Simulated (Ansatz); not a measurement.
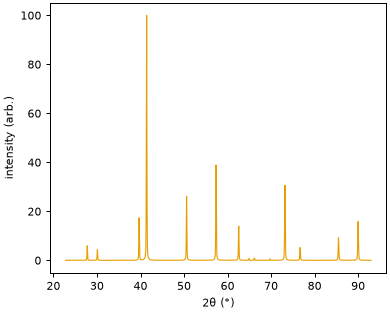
Fig. 1. Simulated powder pattern, Co Kα, λ = 1.79026 Å

The pattern belongs to a structure relaxed with the program Ansatz at the r²SCAN level (PAW).

Q: Which compound is it?
A. TeO3, ReO3 type
B. TiBiO3, P4mm (Ti on 1b, Bi on 1a, O on 1b, O on 2c)
C. CaAlHO2, P4/mmm (Ca on 1d, Al on 1a, O on 2f, H on 1b)
D. Al2Cu, I4/mcm (Cu on 4a, Al on 8h)

A: C, CaAlHO2, P4/mmm (Ca on 1d, Al on 1a, O on 2f, H on 1b)

The start of the workflow was typed in or built on a structure type; neither database checked (COD, Materials Project) lists it. Its standing as an ambient phase is unchecked. Symmetry was held in the r²SCAN relaxation; whether a distortion lowers the energy is not shown.

Potentials: the earlier of the program's two PAW sets.
